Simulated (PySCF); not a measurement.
**Excited-state calculation of C$_{2}$H$_{9}$MoN$_{3}$**

C$_{2}$H$_{9}$MoN$_{3}$ (Mo(CMe)(NH2)3), computed with TDDFT PBE0/def2-SVPD, vertical, gas phase, core orbitals frozen in the response (PySCF 2.14.0).

The geometry comes from this level: PBE0-D3(BJ)/def2-SVP. It belongs to a series of runs on one base structure; here: ligand (all three): Cl to NH2.

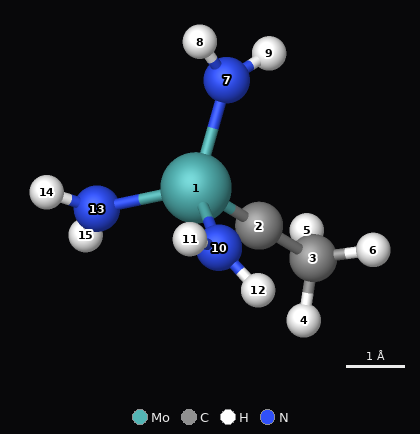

*The structure (ball-and-stick view, seen at a tilt; atoms are numbered from 1 in the order of the input). Sticks mark near contacts.*

Bond lengths as drawn: C–C 1.47 Å, C–H 1.10 Å, C–Mo 1.72 Å, H–N 1.01 to 1.02 Å and Mo–N 1.95 Å.

### Key numbers

| quantity | value |
| --- | --- |
| outcome | converged |
| total energy | −313.660028 hartree |
| HOMO | −6.41 eV |
| LUMO | −0.03 eV |
| dipole moment | 0.62 D |
| mean polarisability | 96.89 a.u. |
| vertical ionisation energy | 8.08 eV |
| lowest singlet excitation | 4.36 eV |
| hardware | 1 CPU thread, shared host |
| wall time | 3.6 min |
| peak memory | 1 GiB |

Spin–orbit coupling is left out, which matters for the heavy atoms.

### Input file
```
{"job": {"kind": "uv", "xc": "PBE0", "basis": "def2-SVPD", "ip": true, "nstates": 10}, "charge": 0, "multiplicity": 1}
Mo    -0.002115    -0.003478    -0.730037
C     -0.001809    -0.006006     0.985695
C     -0.001721    -0.008151     2.456043
H     -1.029549     0.034049     2.853756
H      0.476162    -0.920138     2.851574
H      0.549746     0.860208     2.854018
N      1.902705    -0.054097    -1.140407
H      2.238908    -0.049272    -2.102285
H      2.690768    -0.076941    -0.503408
N     -0.913476     1.671027    -1.136452
H     -1.084191     1.963847    -2.097405
H     -1.290692     2.361222    -0.497104
N     -0.995690    -1.628460    -1.141456
H     -1.163477    -1.919252    -2.103609
H     -1.408329    -2.300667    -0.504913
```

The first line tells a small driver script what to run in PySCF; the rest is the geometry in Å.

Command:
```bash
OMP_NUM_THREADS=1 python <driver script> task.json out
```

### Output
```
coarse grid: 56144 points
cycle   1  E = -313.3668806472  dE = -7.423e+00  |g| = 1.025e+00  |ddm| = 6.462e+00
cycle   2  E = -312.6896883282  dE =  6.772e-01  |g| = 1.904e+00  |ddm| = 5.303e+00
cycle   3  E = -313.4793859458  dE = -7.897e-01  |g| = 8.888e-01  |ddm| = 4.013e+00
cycle   4  E = -313.6585340117  dE = -1.791e-01  |g| = 8.404e-02  |ddm| = 9.863e-01
cycle   5  E = -313.6597461991  dE = -1.212e-03  |g| = 3.305e-02  |ddm| = 1.475e-01
cycle   6  E = -313.6600093262  dE = -2.631e-04  |g| = 8.942e-03  |ddm| = 4.958e-02
cycle   7  E = -313.6600231768  dE = -1.385e-05  |g| = 4.615e-03  |ddm| = 1.423e-02
cycle   8  E = -313.6600279340  dE = -4.757e-06  |g| = 8.361e-04  |ddm| = 5.859e-03
final grid: 118144 points
cycle   9  E = -313.6600266629  dE =  9.615e-07  |g| = 2.267e-03  |ddm| = 7.969e-03
cycle  10  E = -313.6600128384  dE =  1.382e-05  |g| = 8.132e-03  |ddm| = 1.085e-02
cycle  11  E = -313.6600277319  dE = -1.489e-05  |g| = 6.831e-04  |ddm| = 8.507e-03
cycle  12  E = -313.6600278456  dE = -1.137e-07  |g| = 7.705e-05  |ddm| = 8.480e-04
cycle  13  E = -313.6600278470  dE = -1.319e-09  |g| = 1.106e-05  |ddm| = 1.331e-04
cycle  14  E = -313.6600278470  dE = -2.763e-11  |g| = 4.311e-06  |ddm| = 2.071e-05
```

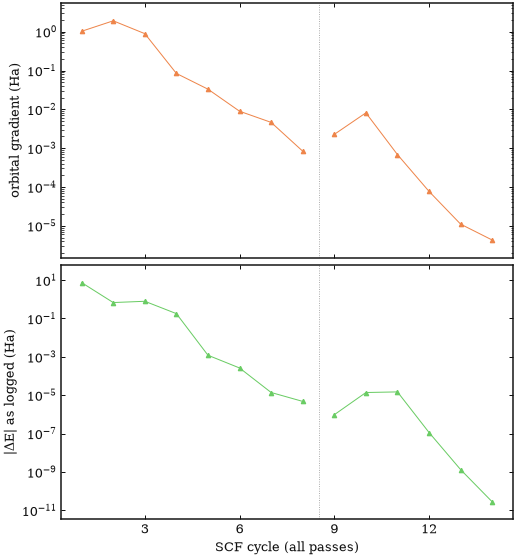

*Convergence of the self-consistent field: orbital gradient and size of the energy change against the SCF cycle. The dotted line marks the change from a coarse to the final integration grid.*

The first 8 cycles use a coarse grid, the final grid takes over at cycle 9, and the field converges after 14 cycles in all.

```
converged SCF energy = -313.6600278470

Static polarisability (au): isotropic 96.889, principal 90.794 90.845 109.028

Singlet excitations
state   eV       nm        f      main configurations
  1   4.3552    284.7   0.00000   H-1->L+1 0.49, H-2->L+2 0.48
  2   4.6805    264.9   0.00051   H-2->L+1 0.48, H-1->L+2 0.47
  3   4.6810    264.9   0.00047   H-2->L+2 0.49, H-1->L+1 0.49
  4   4.9708    249.4   0.00074   H-1->L 0.59, H-1->L+3 0.24
  5   4.9719    249.4   0.00077   H-2->L 0.60, H-2->L+3 0.24
  6   5.0004    247.9   0.00001   H->L 0.91
  7   5.0562    245.2   0.03690   H-2->L+1 0.32, H-1->L+2 0.32, H-1->L+4 0.10
  8   5.2588    235.8   0.05665   H->L+1 0.84
  9   5.2618    235.6   0.05683   H->L+2 0.83
 10   5.4078    229.3   0.00001   H->L+3 0.90

Triplet excitations (Tamm-Dancoff, eV): 3.5251 3.8880 3.8881 4.2770
Vertical ionisation energy (delta-SCF) = 8.0840 eV
```

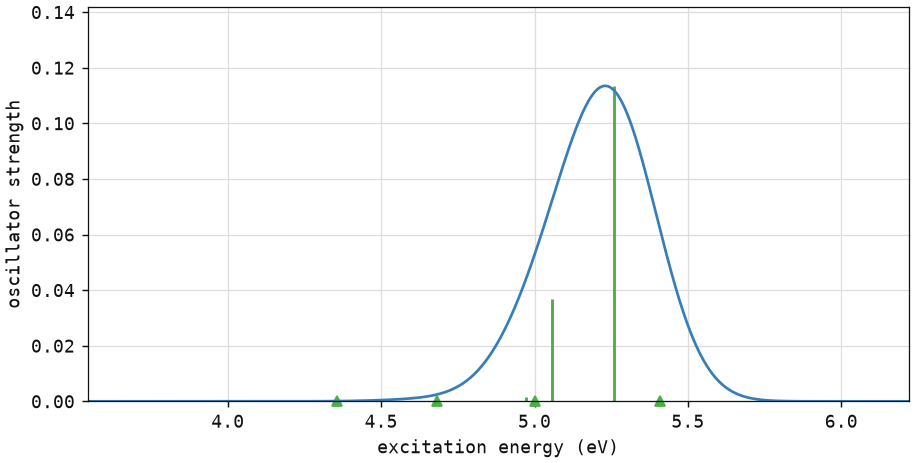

*Computed excitations as sticks (degenerate states added up, dark ones marked on the axis), with a Gaussian envelope of 0.35 eV full width at half maximum, scaled to the tallest.*

Of the 10 states the lowest lies at 4.36 eV (f = 0.000); the strongest line is at 5.26 eV, or 236 nm (f = 0.113, summed over 2 states that lie within 0.004 eV).

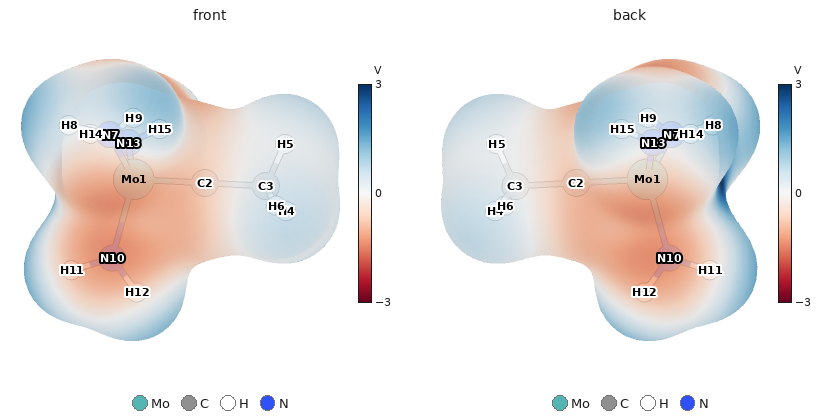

*The electrostatic potential painted on the density surface at 0.002 e/bohr³, seen at a tilt and from behind; the colour scale runs from red (negative) to blue (positive).*

Its dipole moment is 0.62 D.

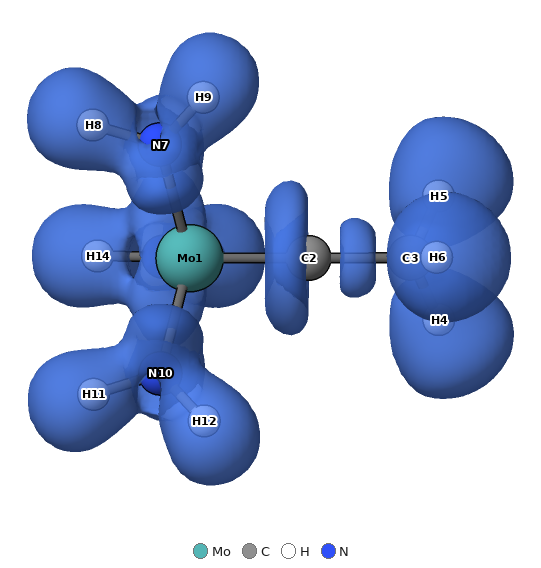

*Isosurface of the electron localisation function at 0.75 (blue), seen face on. Only the valence region is drawn (cores and ρ < 0.01 e/Å³ removed).*

Values along the shortest contacts: C–Mo (1.72 Å): the ELF peaks at about 0.75 in the valence shell of C, 0.6 Å from its nucleus, and drops to about 0.40 between the two atoms.

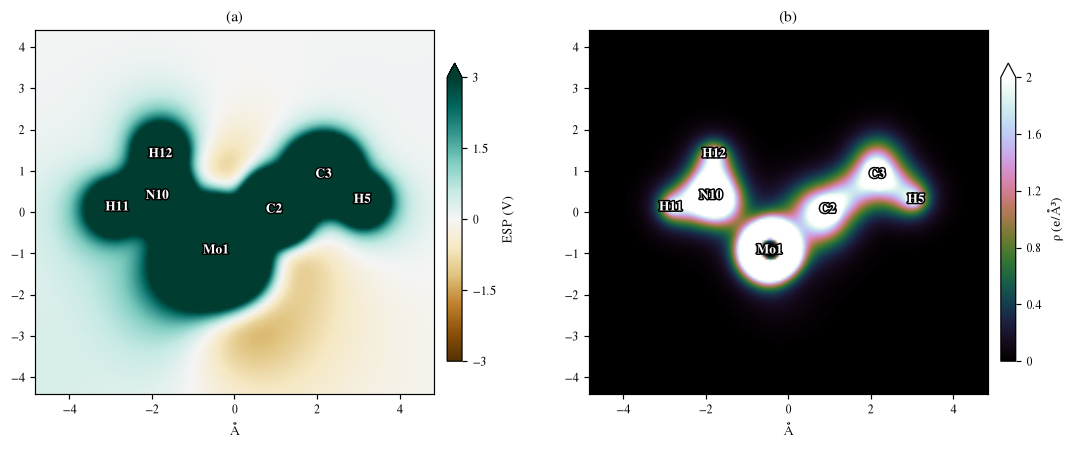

*(a) electrostatic potential; (b) electron density on the plane of atoms C2, C3 and H5.*

Atoms in the plane: Mo, C, H and N. C–C (1.47 Å): ρ at the midpoint is about 1.8 e/Å³. Mo–N (1.95 Å): ρ at the midpoint is about 1 e/Å³. N–H (1.02 Å): ρ is about 2.7 e/Å³ halfway, with its minimum of 2.2 e/Å³ about 0.8 Å from N.
